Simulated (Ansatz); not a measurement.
## Pressure series in InSb

Take InSb in the zinc blende structure (space group F-43m, No. 216; a = 6.635 Å) as the base.

Cell and atoms are relaxed at each pressure.

The values are results of PBE in Ansatz (plane waves to 420 eV, PAW, without spin-orbit coupling), earlier PAW set, not measurements.

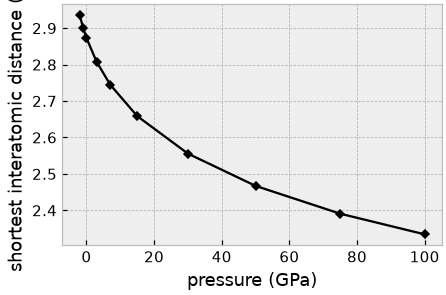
Figure. Shortest interatomic distance against pressure

```tsv
pressure (GPa)	shortest interatomic distance
-2	2.935 Å
-1	2.902 Å
3	2.808 Å
7	2.745 Å
15	2.659 Å
30	2.556 Å
50	2.467 Å
75	2.391 Å
100	2.334 Å
```

Load acts through the strain it causes; cell and atoms are relaxed under it. No phonon test of stability was made. Tetrahedral semiconductors of this kind turn to denser phases somewhere between about 1 and 50 GPa; those were not computed, so compressed cells here can lie past the real transition. All final runs are without spin polarisation.

Ansatz is an electronic-structure program.
